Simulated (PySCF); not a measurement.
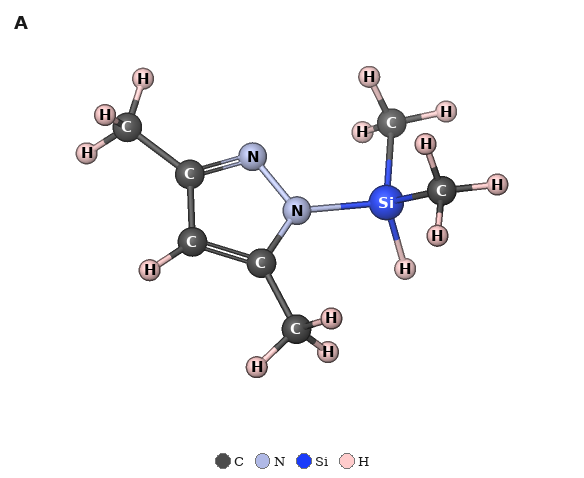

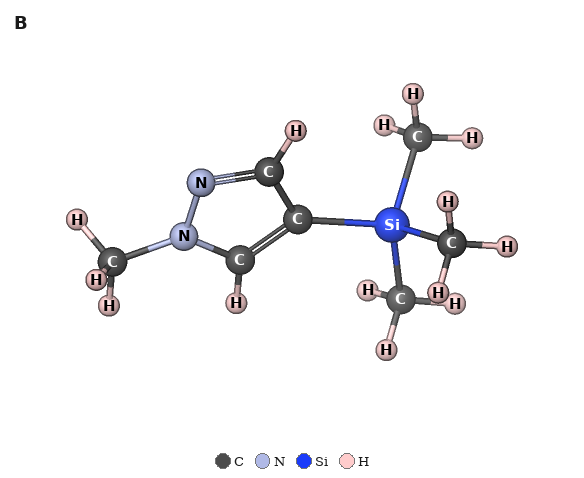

2 stationary structures of one formula. Geometries: GFN2-xTB. Electronic energies: PBE0/pcSseg-1 (PySCF 2.14.0), without zero-point energy. No frequency run is at hand to confirm each as a minimum. Each is one conformer, not always the lowest.

Question: How are they related?

Answer: They are constitutional isomers of C7H14N2Si: A `Cc1cc(C)n([SiH](C)C)n1`, B `Cn1cc([Si](C)(C)C)cn1`.

Question: Which is lowest in energy, and by how much?

Answer: A is lowest; B lies 34.0 kJ/mol above it.

The geometry is semi-empirical. Around Si such bond lengths and angles can be off by a tenth of an ångström or more and by several degrees, and values that hang on the shape move with them.
